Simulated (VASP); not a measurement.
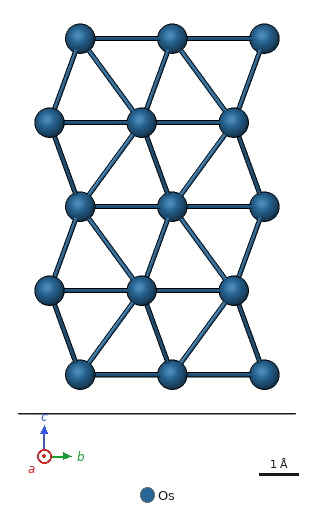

A slab of composition Os, before the relaxation. A ball-and-stick model of the 3 × 3 repeat of the cell, outlined in the plane, without the vacuum, seen along the a axis.

The run lets the atoms move in a fixed cell. 2 atoms are held fixed.

Computed with VASP 6.6.1, Kohn-Sham DFT of a periodic cell, PBEsol, VASP PAW PBE potentials, recommended.

Input
```
ALGO = Fast ; DIPOL = 0.5 0.5 0.500
EDIFF = 1E-6 ; EDIFFG = -0.005
ENCUT = 520 ; GGA = PS
IBRION = 2 ; IDIPOL = 3
ISIF = 2 ; ISMEAR = 0
LASPH = T ; LCHARG = F
LDIPOL = T ; LREAL = F
LWAVE = F ; NELM = 60
NSW = 60 ; PREC = Accurate
SIGMA = 0.05
```

Launched with:
```bash
cat potpaw_PBE.64/Os/POTCAR > POTCAR
mpirun -np 1 vasp_std > vasp.out
```

The structure:
```
Os
1.0
     2.73410    0.00000    0.00000
    -1.36705    2.36780    0.00000
     0.00000    0.00000   23.63940
Os
5
Direct
  0.33333 0.66667 0.31727
  0.66667 0.33333 0.40863
  0.33333 0.66667 0.50000
  0.66667 0.33333 0.59137
  0.33333 0.66667 0.68273
```

Question: Predict the outcome.

Answer: Over 10 geometry steps the energy falls by 48.6 meV per cell of the calculation. The largest force component goes from 1.1 to 1.1 eV/Å. An Os atom moves most: 0.076 Å along the normal (−c). The lattice vectors keep their values. Near-neighbour distances that change, for instance: Os–Os 2.675 → 2.608 Å. It ran on 1 thread of Intel(R) Xeon(R) Platinum 8559C (Emerald Rapids), with other jobs on the host.

After the run, drawn alike:

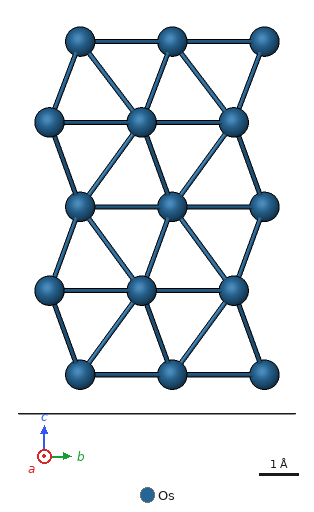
